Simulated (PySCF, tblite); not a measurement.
**C4H5BCl2: geometry, infrared bands and NMR shifts**

Wanted: the infrared bands and NMR shifts of C4H5BCl2 (`B[C@H]1CC(Cl)=C1Cl`), by calculation.

Computed with tblite 0.8.0 and PySCF 2.14.0, with density-fitted response routines of our own, on a single molecule in the gas phase. Atoms are numbered from 0 throughout.

**1. Starting geometry**

12 atoms, charge 0, multiplicity 1; geometry from: force field or distance geometry start.

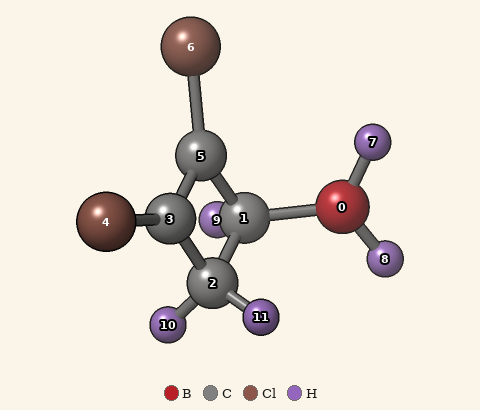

The starting geometry (boron red, carbon grey, chlorine brown, hydrogen purple), atoms numbered.

**2. Optimising the geometry with GFN2-xTB**

The job: settings as JSON, then the geometry in Å.

```
{"job": {"kind": "relax", "xc": "GFN2-xTB", "basis": "xTB"}, "charge": 0, "multiplicity": 1}
B     -1.778600     0.024100    -0.207100
C     -0.374300    -0.340200     0.429300
C      0.618000    -0.837800    -0.491000
C      1.444000     0.381100    -0.228700
Cl     2.998900     0.946600    -0.783600
C      0.482200     0.858100     0.667800
Cl     0.362400     2.290300     1.678500
H     -2.211100     1.128800    -0.111200
H     -2.476300    -0.835200    -0.624000
H     -0.462600    -0.975700     1.356100
H      1.111000    -1.765400    -0.152200
H      0.287600    -0.875500    -1.559900
```

Run with:

```bash
> OMP_NUM_THREADS=1 python probes_run.py task.json out
```

The driver reads the jobs from task.json and runs them one after another.

**Question.** This job is followed by: GFN2-xTB harmonic vibrations, gas phase; GIAO PBE0/pcSseg-1 NMR shielding, non-relativistic, gas phase. What will the session give for the following? strongest single infrared mode (GFN2-xTB); zero-point energy (GFN2-xTB); ¹³C shifts against TMS (PBE0/pcSseg-1); ¹H shifts against TMS (PBE0/pcSseg-1, means over atoms taken as alike); ¹¹B shifts against BF3·OEt2 (PBE0/pcSseg-1); ³⁵Cl shifts against HCl (PBE0/pcSseg-1).

**Answer**, as computed:

| quantity | value |
| --- | --- |
| strongest single infrared mode (GFN2-xTB) | 826 cm⁻¹, 105 km/mol |
| zero-point energy (GFN2-xTB) | 48.1 kcal/mol |
| ¹³C shifts against TMS (PBE0/pcSseg-1) | 137.0, 134.1, 53.7, 42.3 ppm |
| ¹H shifts against TMS (PBE0/pcSseg-1, means over atoms taken as alike) | 7.85, 2.98, 2.85, 2.76 ppm |
| ¹¹B shifts against BF3·OEt2 (PBE0/pcSseg-1) | 85.4 ppm |
| ³⁵Cl shifts against HCl (PBE0/pcSseg-1) | 219, 218 ppm |

Relaxing lowered the energy by 0.553 eV in 78 steps; the close pair that moved most is C1–C2, from 1.442 to 1.559 Å. No mode is imaginary among the 30: a minimum at this level. The strongest single mode, at 826 cm⁻¹, has its largest shares on H7, B0 and H8 (the list is cut at 3 atoms). Unscaled tight-binding wavenumbers are off by several per cent, some by more. Its intensities can rank the bands wrongly.
